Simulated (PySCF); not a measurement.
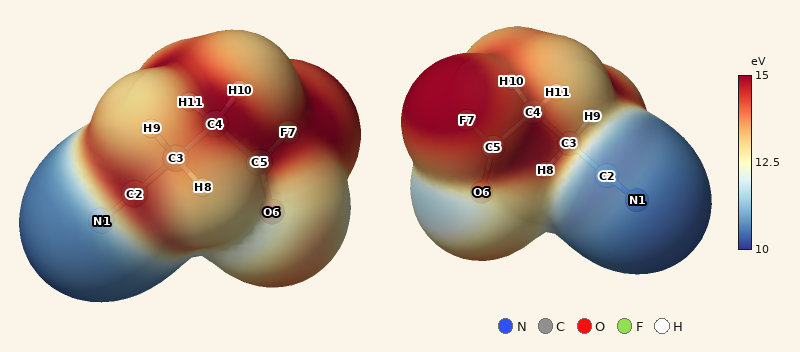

C4H4FNO, SMILES `N#CCCC(=O)F`. Average local ionisation energy on the surface of electron density 0.001 a.u. (back view left, front view right).

PySCF calculation, B3LYP/def2-SVPD, gas phase; geometry: GFN2-xTB. No frequency check shows the geometry to be a minimum.

Question: Where are the most loosely bound electrons on this surface?

Answer: The lowest value is 10.3 eV, 1.9 Å from N1. Further minima include 11.5 eV, 1.8 Å from O6; 12.1 eV, near H8 (1.76 Å) and O6 (1.84 Å); 12.9 eV, 1.3 Å from H9. For comparison, the highest occupied orbital lies at −9.4 eV.

Question: What volume does the surface enclose, and what is the dipole moment?

Answer: About 120 Å³; the dipole moment is 5.0 D.
